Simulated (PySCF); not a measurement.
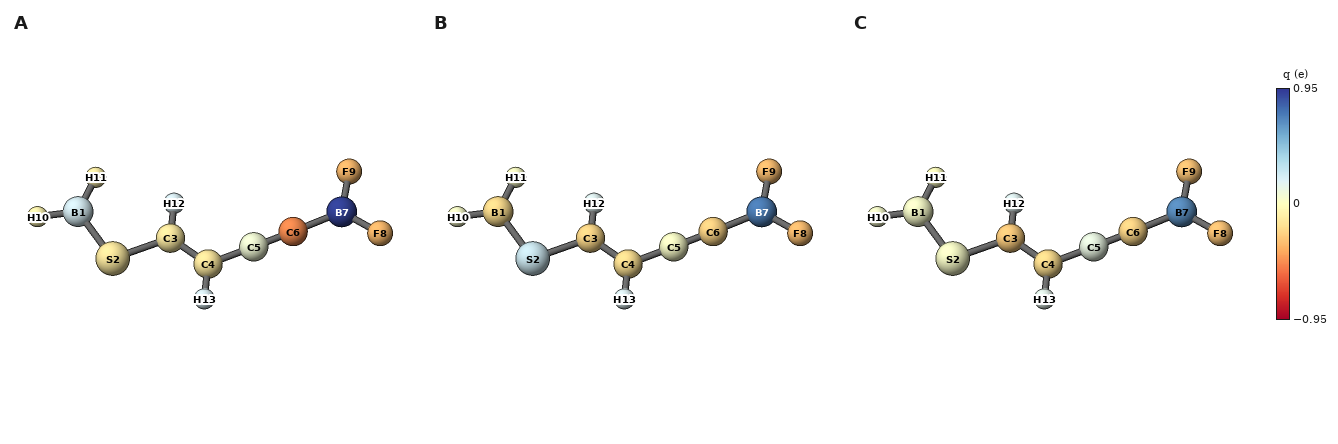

Atomic charges of one calculation by 3 schemes, on one colour scale. The computed structure is the end point of a GFN2-xTB optimisation. No frequency run is at hand to confirm it as a minimum. Computed with PBE0/pcSseg-1 (PySCF 2.14.0).

**The schemes are ESP-fitted, IAO, Mulliken. Which panel shows which?**

A ESP-fitted, B IAO, C Mulliken.

List the charges (e), one line for each set of equivalent atoms.

```
atom  ESP-fitted    IAO  Mulliken
  B1        0.21  −0.19      0.04
  S2       −0.11   0.25      0.03
  C3       −0.11  −0.21     −0.26
  C4       −0.12  −0.18     −0.19
  C5        0.08   0.04      0.12
  C6       −0.47  −0.23     −0.22
  B7        0.90   0.71      0.67
  F8       −0.32  −0.31     −0.28
  F9       −0.32  −0.31     −0.28
 H10       −0.05   0.04      0.05
 H11       −0.08   0.02      0.01
 H12        0.20   0.17      0.17
 H13        0.20   0.18      0.15
```

The geometry is semi-empirical. Around B such bond lengths and angles can be off by a tenth of an ångström or more and by several degrees, and values that hang on the shape move with them.
